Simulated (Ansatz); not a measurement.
## Electronic structure of FH₂NSi···HF in real space

Input

```
crystal:
  periodic: [false, false, false]
  atoms:
    - { symbol: Si, position_ang: [0.0, 0.0, 0.0] }
    - { symbol: H, position_ang: [0.8854, 0.0, 1.4041] }
    - { symbol: F, position_ang: [1.7331, 0.0, 0.448] }
    - { symbol: "N", position_ang: [-0.8572, 1.4851, -0.6061] }
    - { symbol: H, position_ang: [-1.8773, 1.43, -0.8888] }
    - { symbol: H, position_ang: [-0.3367, 2.4058, -0.6766] }
    - { symbol: F, position_ang: [-0.7489, -1.2974, -0.5295] }
basis:
  gaussian: { orbitals: cc-pVDZ }
hamiltonian:
  xc: pbe0
relax:
  f_tol: 0.15
  max_steps: 25
  restrain:
    - { distance: [1, 2], at: 0.92, k: 30.0 }
    - { distance: [0, 1], at: 2.66, k: 30.0 }
    - { distance: [0, 2], at: 2.79, k: 30.0 }
output:
  orbitals: {}
```

Launched as:

```sh
ansatz run input.yaml --threads 2 --pin off --max-ram 3072MiB --backend cpu --events-out ev --progress --plain --runs-dir out
```

The fields are those of the run's last geometry, not of the input's.

The calculation used RKS PBE0/cc-pVDZ (Ansatz).

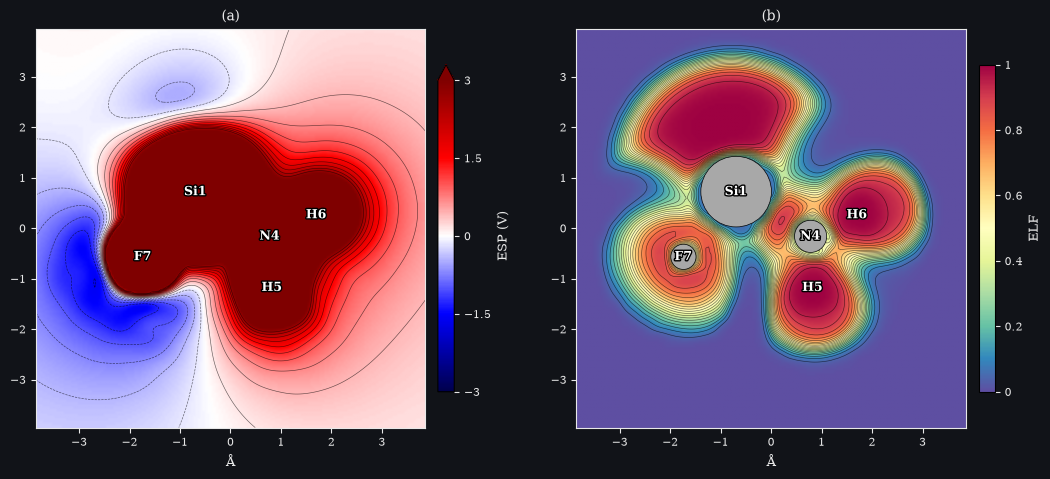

Figure 1. (a) electrostatic potential; (b) ELF on the plane of atoms Si1, N4 and H5. Grey discs cover the atomic cores in the ELF map.

### What do the fields say about this system?

The plane passes through Si, N, H and F nuclei.
Si–F (1.67 Å): the ELF peaks at about 0.80 in the valence shell of F, 0.5 Å from its nucleus, and is about 0.45 at the midpoint.
Si–N (1.72 Å): the ELF peaks at about 0.90 between the atoms; a shared but strongly polarised pair.
N–H (1.01 Å): the ELF climbs to about 1 towards the hydrogen, as it does in any bond to H (an ordinary covalent bond to hydrogen).
The ELF also peaks beside F7 and Si1, away from the bonds: lone-pair regions.
Outside the dense part of the complex the potential is most negative (−1.6 V) near F7.

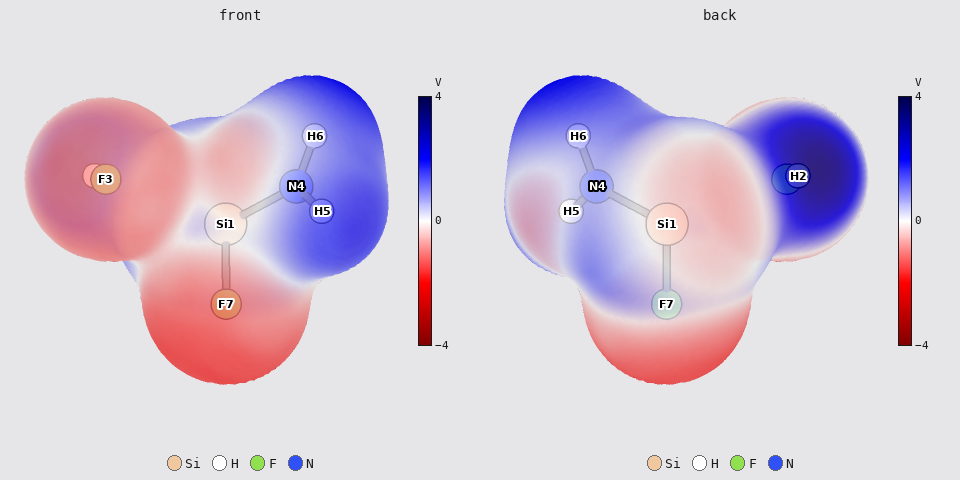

Figure 2. The molecular electrostatic potential painted on the density surface at 0.002 e/bohr³, seen from the front and from behind; red is negative and blue positive.

### Describe the electrostatic potential map.

The most negative region (about −1.4 V, or −32 kcal/mol for a unit charge) lies over F7, the most positive (about +3.3 V, or +76 kcal/mol for a unit charge) over H2.

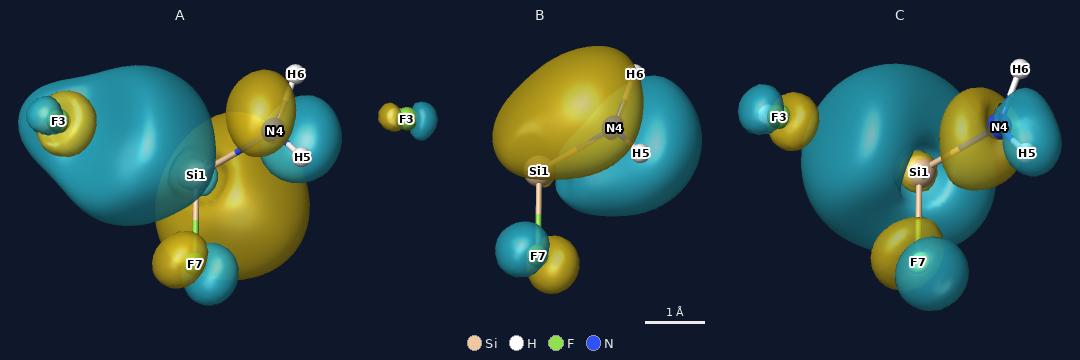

Figure 3. Three frontier orbitals at ±0.1 Å⁻³ᐟ² (yellow and cyan are the two phases), in no order.

### Order the three orbitals by energy and name them.

B is the HOMO−1 (−8.14 eV). By Hirshfeld shares it lies mainly on N4 (about 70 %); largely a lone pair of N4. C is the HOMO (−7.08 eV). By Hirshfeld shares it lies mainly on Si1 (about 70 %), F7 (about 10 %) and N4 (about 10 %). A is the LUMO (−0.79 eV). By Hirshfeld shares it lies mainly on Si1 (about 65 %), N4 (about 10 %), F3 (about 5 %) and H2 (about 5 %).

### What is the HOMO–LUMO gap?

6.29 eV between the orbital energies.

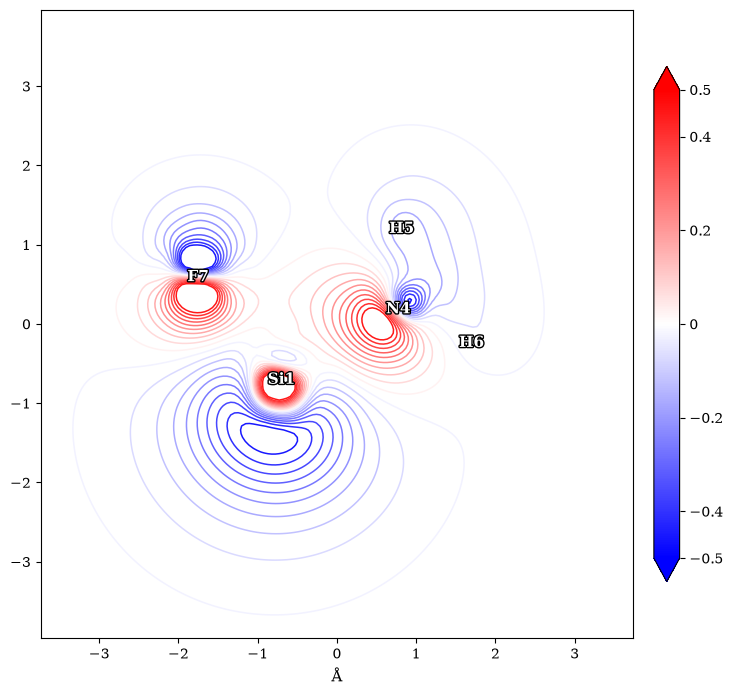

Figure 4. The HOMO on the plane of atoms Si1, N4 and H6 (values in Å⁻³ᐟ²; the overall sign is arbitrary).

### What is the character of this orbital?

It lies mainly on Si1 (about 70 %), F7 (about 10 %) and N4 (about 10 %). Its energy is −7.08 eV.
